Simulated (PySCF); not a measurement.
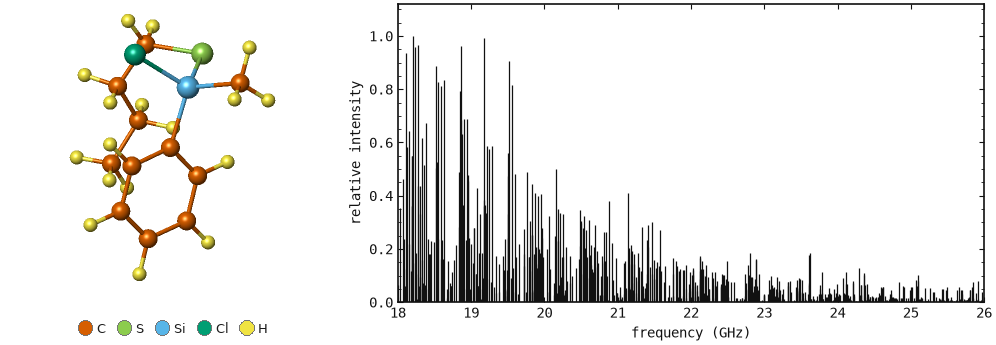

C₁₁H₁₇ClSSi (MePhSiClSBu), SMILES CCCCS[Si@@](C)(Cl)c1ccccc1. Simulated rotational absorption lines between 18 and 26 GHz at 2 K: rigid rotor with the equilibrium constants and dipole of one optimised conformer (PBE0-D3(BJ)/def2-SVP, PySCF 2.14.0), commonest isotopes; no centrifugal distortion, hyperfine structure, internal rotation or nuclear-spin weights; lines within 1 MHz of each other are summed.

> What are the rotational constants, and what kind of rotor is it?

Rotational constants A, B, C = 0.5624, 0.4325, 0.3299 GHz; Ray's κ = −0.12, an asymmetric top midway between the limits.

> Which dipole components drive the lines?

|μa|, |μb|, |μc| = 1.69, 0.07, 0.27 D; a-type lines carry 89 % of the intensity in this range.

Note: coarse grid, loose stop and no frequency check, small forces are noise and the end may be a saddle.
